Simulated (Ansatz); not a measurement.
# SiH3Cl (chlorosilane): CCSDT/6-31G(d) (Cartesian functions, accuracy low)

What is the energy change on altering one bond length of SiH3Cl (chlorosilane) at CCSDT/6-31G* (Cartesian functions, accuracy low)? 

The results are computed with Ansatz 0.2.0.

2 further runs of the same task are left out: 2 set aside as unsound or not needed.

## 1. The structure to begin with

SiH3Cl: 5 atoms, total charge 0, spin state singlet. As SMILES, `[SiH3]Cl`. The coordinates come from a PBE0-D4/def2-TZVP relaxation.

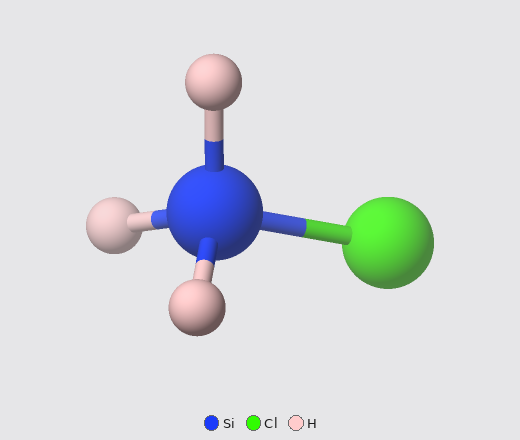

Viewed from a chosen angle; silicon blue, chlorine green, hydrogen pink.

## 2. The energy at CCSDT/6-31G(d) (Cartesian functions, accuracy low)

Contents of run.yaml:

```yaml
crystal:
  periodic: [false, false, false]
  atoms:
    - {symbol: Si, position_ang: [-0.112000, 0.018600, -0.030900]}
    - {symbol: Cl, position_ang: [1.838300, -0.513500, 0.329900]}
    - {symbol: H, position_ang: [-0.950900, -0.488300, 1.079100]}
    - {symbol: H, position_ang: [-0.534700, -0.585700, -1.314900]}
    - {symbol: H, position_ang: [-0.190800, 1.495400, -0.104700]}
basis:
  gaussian: {orbitals: "6-31G*"}
correlation: {method: ccsdt}
magnetization: {spin_polarized: false, initial_magnetization: 0}
accuracy: low
```

Launch:

```bash
$ ansatz run run.yaml --threads 1 --pin off --max-ram 2610MiB --events-out events.jsonl --progress --plain --runs-dir runs
```

What it wrote:

```text
Warning: RAYON_NUM_THREADS=1 ignored (pool sized by the plan → 1); use --threads N
Functional definition: HF
  name "HF"
  exchange = exact_x
  correlation = 0
796 factors; integrals over basis functions are off by at most 1.8e-7 eV
mean field evaluation 1: about -20412.7765 eV, gradient 1.3e1 eV
mean field evaluation 2: about -20412.8148 eV, gradient 1.3e1 eV
mean field evaluation 4: about -20413.5156 eV, gradient 1.2e0 eV
mean field evaluation 8: about -20413.5235 eV, gradient 4.9e-4 eV
mean field evaluation 16: about -20413.5235 eV, gradient 5.5e-2 eV
mean field -20413.52352326 eV, -750.1831526966 hartree, gradient 2.5e-6 eV, S^2 0.000000; 0 other end points of the search recorded, 0 dependent functions left out
10 core orbitals not correlated: weight in the atoms' cores, before any rotation towards them, 1.000 or more for the frozen orbitals, at most 0.000 for the correlated occupied ones
reference -20413.52352326 eV, -750.1831526966 hartree; 7, 7 occupied and 27, 27 virtual orbitals, 796 factors
second order -5.60301172 eV of doubles, -0.00000000 eV of singles
cycle   1  -6.22454730 eV  change   -6.2e-1 eV  update   6.5e-2
cycle   2  -6.56573425 eV  change   -3.4e-1 eV  update   2.5e-2
cycle   3  -6.61979659 eV  change   -5.4e-2 eV  update   1.1e-2
cycle   4  -6.61548810 eV  change    4.3e-3 eV  update   3.2e-3
cycle   5  -6.61556930 eV  change   -8.1e-5 eV  update   1.0e-3
cycle   6  -6.61549152 eV  change    7.8e-5 eV  update   2.9e-4
cycle   7  -6.61536943 eV  change    1.2e-4 eV  update   1.1e-4
cycle   8  -6.61537773 eV  change   -8.3e-6 eV  update   2.9e-5
cycle   9  -6.61539699 eV  change   -1.9e-5 eV  update   1.1e-5
cycle  10  -6.61539665 eV  change    3.4e-7 eV  update   3.4e-6
cycle  11  -6.61539532 eV  change    1.3e-6 eV  update   1.1e-6
Total energy: -20420.13891858 eV, -750.4262639904 hartree
```

It took 2.2 s on 1 thread of Intel Xeon 6975P-C (Granite Rapids), shared host.

## 3. The distorted shape

Contents of run.yaml:

```yaml
crystal:
  periodic: [false, false, false]
  atoms:
    - {symbol: Si, position_ang: [0.055795, 0.119989, -0.252920]}
    - {symbol: Cl, position_ang: [2.006095, -0.412111, 0.107880]}
    - {symbol: H, position_ang: [-0.950900, -0.488300, 1.079100]}
    - {symbol: H, position_ang: [-0.366905, -0.484311, -1.536920]}
    - {symbol: H, position_ang: [-0.023005, 1.596789, -0.326720]}
basis:
  gaussian: {orbitals: "6-31G*"}
correlation: {method: ccsdt}
magnetization: {spin_polarized: false, initial_magnetization: 0}
accuracy: low
```

Launch:

```bash
$ ansatz run run.yaml --threads 1 --pin off --max-ram 2610MiB --events-out events.jsonl --progress --plain --runs-dir runs
```

What it wrote, shortened:

```text
Warning: RAYON_NUM_THREADS=1 ignored (pool sized by the plan → 1); use --threads N
Functional definition: HF
  name "HF"
[...]
796 factors; integrals over basis functions are off by at most 1.9e-7 eV
[...]
mean field -20412.86004444 eV, -750.1587702996 hartree, gradient 1.7e-6 eV, S^2 0.000000; 0 other end points of the search recorded, 0 dependent functions left out
10 core orbitals not correlated: weight in the atoms' cores, before any rotation towards them, 1.000 or more for the frozen orbitals, at most 0.000 for the correlated occupied ones
reference -20412.86004444 eV, -750.1587702996 hartree; 7, 7 occupied and 27, 27 virtual orbitals, 796 factors
second order -5.68238141 eV of doubles, -0.00000000 eV of singles
cycle   1  -6.32537970 eV  change   -6.4e-1 eV  update   7.1e-2
[...]
cycle  12  -6.76179077 eV  change   -4.4e-7 eV  update   9.4e-7
Total energy: -20419.62183521 eV, -750.4072615270 hartree
```

Wall time 2.4 s (1 thread of Intel Xeon 6975P-C (Granite Rapids), shared host).

## 4. Outcome

Level: CCSDT/6-31G* (Cartesian functions, accuracy low), 10 core orbitals frozen.

| quantity | value |
| --- | --- |
| first shape: total energy | -750.42626 Eh |
| first shape: correlation energy (10 core orbitals frozen) | -243.1 mEh |
| first shape: T1 diagnostic | 0.010 |
| distorted shape: total energy | -750.40726 Eh |
| distorted shape: correlation energy (10 core orbitals frozen) | -248.5 mEh |
| distorted shape: T1 diagnostic | 0.010 |
| energy change with the Si1–H3 bond stretched from 1.481 to 1.777 Å | 0.517 eV |

In words: With the Si1–H3 bond stretched from 1.481 to 1.777 Å the energy rises by 0.52 eV (11.9 kcal/mol). The first shape isn't relaxed at this level, so the change isn't measured from a minimum. The accuracy setting (first shape) is loose, so the last digits carry no meaning. The accuracy setting (distorted shape) is loose, so the last digits carry no meaning.
